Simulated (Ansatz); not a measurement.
# ZrH+ (quintet): wave-function methods side by side, def2-QZVPP

How much of the correlation energy of ZrH+ (quintet) does each wave-function method recover here?

Method: def2-QZVPP, core rule «outside noble gas», up to 4 orbitals frozen; program: Ansatz 0.2.0, Gaussian basis.

The runs, in order: UHF; ROHF; CCSD(T) on UHF.

**1. The geometry**

The geometry is a PBE0/def2-TZVP stationary point (not a proven minimum) of the parent state, kept for this charge and spin. No spin-orbit coupling is included. Elements past krypton take def2 core potentials.

2 atoms, charge 1, spin multiplicity 5.

Atoms are counted from 1 here; the program's logs count them from 0.

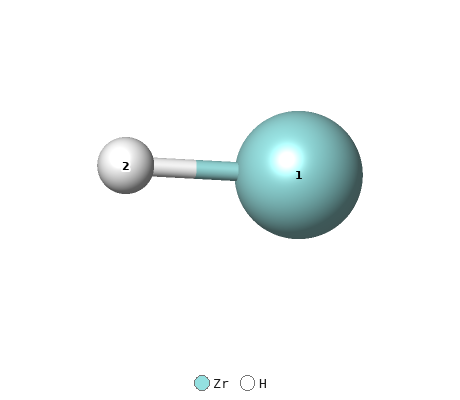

The structure; zirconium light teal, hydrogen white; atoms are numbered from 1 in the order of the file.

In the tables R marks a restricted open-shell determinant and U an unrestricted one; energies count from the table's Hartree-Fock row.

**2. UHF**

Input file in.yaml:

```yaml
crystal:
  periodic: [false, false, false]
  atoms:
    - {symbol: Zr, position_ang: [0.000000, 0.000000, 0.000000]}
    - {symbol: H, position_ang: [0.000000, 0.000000, 1.858985]}
basis:
  gaussian: {orbitals: "def2-QZVPP.json"}
total_charge: 1
magnetization: {spin_polarized: true, initial_magnetization: 4}
hamiltonian: {xc: hf}
output: {orbitals: {seedname: orbitals}}
```

Launch:

```console
$ ansatz run in.yaml --threads 1 --pin off --events-out ev --progress --plain --max-ram 3968MiB --backend cpu
```

What it wrote:

```text
Functional definition: HF
  name "HF"
  cite "Fock, Z. Phys. 61, 126 (1930) doi:10.1007/BF01340294"
  parent pbe
  exchange = exact_x
  correlation = 0
587 factors; their error is unknown
mean field evaluation 1: about -1270.7854 eV, gradient 9.6e0 eV
mean field evaluation 2: about -1271.3181 eV, gradient 2.7e0 eV
mean field evaluation 4: about -1271.4257 eV, gradient 3.6e-1 eV
mean field evaluation 8: about -1271.4764 eV, gradient 1.8e-1 eV
mean field evaluation 16: about -1271.4769 eV, gradient 1.4e-3 eV
mean field evaluation 32: about -1271.6982 eV, gradient 1.7e-5 eV
mean field evaluation 64: about -1271.5002 eV, gradient 3.5e0 eV
mean field evaluation 96: about -1271.4850 eV, gradient 4.7e-1 eV
mean field evaluation 128: about -1271.5405 eV, gradient 6.2e-1 eV
mean field evaluation 160: about -1270.4454 eV, gradient 1.2e1 eV
mean field evaluation 192: about -1270.8233 eV, gradient 5.2e-1 eV
mean field evaluation 224: about -1271.5382 eV, gradient 5.0e-1 eV
mean field evaluation 256: about -1271.4835 eV, gradient 6.5e-1 eV
mean field evaluation 288: about -1270.7854 eV, gradient 9.6e0 eV
mean field -1271.69822652 eV, -46.7340478364 hartree, gradient 7.6e-6 eV, S^2 6.005565; 7 other end points of the search recorded, 0 dependent functions left out
reference -1271.69822652 eV, -46.7340478364 hartree; 8, 4 occupied and 103, 107 virtual orbitals, 587 factors
Total energy: -1271.69822652 eV, -46.7340478364 hartree
```

Wall time 4.9 s (1 thread of AMD EPYC 7R13, shared host).

From the report: ⟨S²⟩ of the determinant 6.006 (pure quintet: 6.00).

**3. ROHF**

Changes to in.yaml since step 2:

```diff
@@ -8,3 +8,3 @@
 total_charge: 1
-magnetization: {spin_polarized: true, initial_magnetization: 4}
+magnetization: {spin_polarized: false, initial_magnetization: 4}
 hamiltonian: {xc: hf}
```

Launched as before.

What it wrote, shortened:

```text
Functional definition: HF
  name "HF"
  cite "Fock, Z. Phys. 61, 126 (1930) doi:10.1007/BF01340294"
  parent pbe
[...]
587 factors; their error is unknown
[...]
mean field -1271.55529942 eV, -46.7287953626 hartree, gradient 4.8e-6 eV, S^2 6.000000; 8 other end points of the search recorded, 0 dependent functions left out
reference -1271.55529942 eV, -46.7287953626 hartree; 8, 4 occupied and 103, 107 virtual orbitals, 587 factors
Total energy: -1271.55529942 eV, -46.7287953626 hartree
```

It took 4.8 s on 1 thread of AMD EPYC 7R13, shared host.

**4. CCSD(T) on UHF**

Changes to in.yaml since step 3:

```diff
@@ -8,4 +8,3 @@
 total_charge: 1
-magnetization: {spin_polarized: false, initial_magnetization: 4}
-hamiltonian: {xc: hf}
-output: {orbitals: {seedname: orbitals}}
+magnetization: {spin_polarized: true, initial_magnetization: 4}
+correlation: {method: ccsd_t, electrons: outside_noble_gas}
```

Launch:

```console
$ ansatz run in.yaml --threads 2 --pin off --events-out ev --progress --plain --max-ram 23808MiB --backend cuda --devices 0, --max-vram 18GiB
```

What it wrote, shortened:

```text
Functional definition: HF
  name "HF"
  cite "Fock, Z. Phys. 61, 126 (1930) doi:10.1007/BF01340294"
  parent pbe
[...]
677 factors; integrals over basis functions are off by at most 9.3e-4 eV
[...]
mean field -1271.69825423 eV, -46.7340488548 hartree, gradient 2.8e-6 eV, S^2 6.005565; 37 other end points of the search recorded, 0 dependent functions left out
determinant -1271.69825423 eV, -46.7340488548 hartree, with singles and doubles -1272.42570838 eV, -46.7607823020 hartree
determinant -1271.59428155 eV, -46.7302279293 hartree, with singles and doubles -1272.38222007 eV, -46.7591841361 hartree
determinant -1271.54291915 eV, -46.7283403959 hartree, with singles and doubles -1272.37351629 eV, -46.7588642778 hartree
determinant -1271.53204201 eV, -46.7279406684 hartree, with singles and doubles -1272.29004580 eV, -46.7557967940 hartree
[...]
determinant -1271.53204201 eV, -46.7279406684 hartree, with singles and doubles -1272.29554193 eV, -46.7559987730 hartree
determinant -1271.52169398 eV, -46.7275603853 hartree, with singles and doubles -1272.28169247 eV, -46.7554898147 hartree
determinant -1271.51753249 eV, -46.7274074535 hartree, with singles and doubles -1272.30517053 eV, -46.7563526177 hartree
determinant -1271.47695257 eV, -46.7259161688 hartree, with singles and doubles -1272.36377178 eV, -46.7585061739 hartree
4 core orbitals not correlated: weight in the atoms' cores, before any rotation towards them, 0.997 or more for the frozen orbitals, at most 0.003 for the correlated occupied ones
reference -1271.69825423 eV, -46.7340488548 hartree; 4, 0 occupied and 103, 107 virtual orbitals, 677 factors
second order -0.55452610 eV of doubles, -0.00000000 eV of singles
cycle   1  -0.73404022 eV  change    4.3e-7 eV  update   5.6e-6
[...]
cycle   3  -0.73403909 eV  change    1.8e-7 eV  update   4.0e-6
perturbative correction -0.01149624 eV, -0.0004224789 hartree
Total energy: -1272.44378955 eV, -46.7614467725 hartree
```

Run time: 65 s. Hardware: 1 × H100 (card shared with other runs) with 2 threads of AMD EPYC 7R13, shared host; peak host memory 0.82 GiB.

From the report: ⟨S²⟩ of the determinant 6.006 (pure quintet: 6.00); correlation -0.7455 eV; T1 0.031; largest double amplitude 0.02.

**5. The ladder**

No level here is safe as a reference; UCCSD(T) serves as a yardstick only. Rows without a time come out of other runs: HF, MP2 and CCSD of CCSD(T), CCSDT of CCSDT(Q).

| method | energy from the lowest RHF (meV) | from UCCSD(T) (meV) | time |
| --- | --- | --- | --- |
| RHF | 0.0 | +888.5 |  |
| UHF | -143.0 | +745.5 |  |
| UMP2 | -697.5 | +191.0 |  |
| UCCSD | -877.0 | +11.5 |  |
| UCCSD(T) | -888.5 | 0 | 65 s |

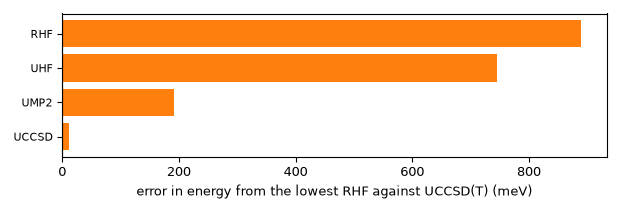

Error of each method against UCCSD(T).

**6. Outcome**

```
                     quantity       value
UCCSD(T) below the RHF energy  -0.8885 eV
           UMP2 from UCCSD(T)  +191.0 meV
```
